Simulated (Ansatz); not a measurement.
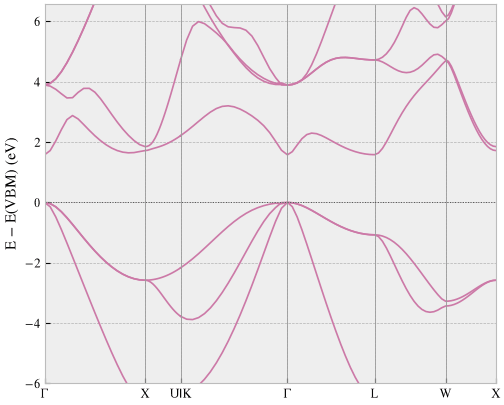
Band structure from DFT-PBE in the program Ansatz with PAW potentials

Problem. Read off the gap and where the band edges lie.

Solution. About 1.6 eV (1.58 eV by a search for the band edges); maximum at Γ, minimum at Γ.

Problem. Which of these materials gives this?
(A) TePb, rock salt
(B) CeO2, fluorite
(C) GaP, zinc blende
(D) CuCl, zinc blende

Solution. C, GaP, zinc blende

Space group F-43m (zinc blende). Symmetry was held in the PBE relaxation. Spin–orbit coupling is left out wherever it is not named.

Potentials: the later of the program's two PAW sets.
